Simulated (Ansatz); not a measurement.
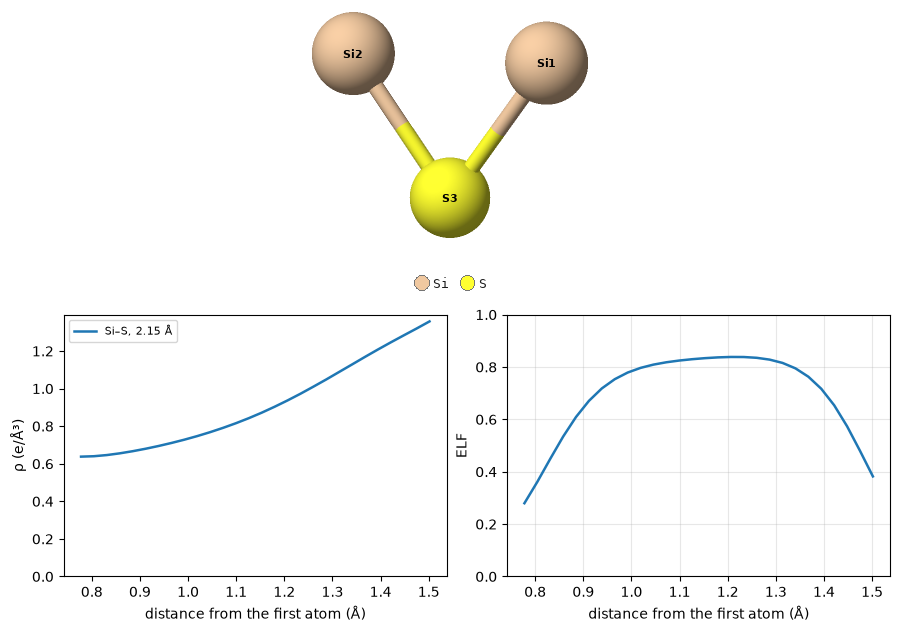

Figure. SSi2 (charge +1, doublet). Electron density and ELF along straight lines between neighbouring atoms. The curves leave out the atomic cores. The structure is drawn too.

Geometry: PBE-D4/def2-TZVP.

Level of theory: Ansatz 0.2.0, UKS PBE0-D4/def2-TZVP.

What can be read from the curves?

Answer. Si–S (2.15 Å): the density is about 0.79 e/Å³ at the midpoint; the ELF peaks at about 0.85 between the atoms: a covalent bond.
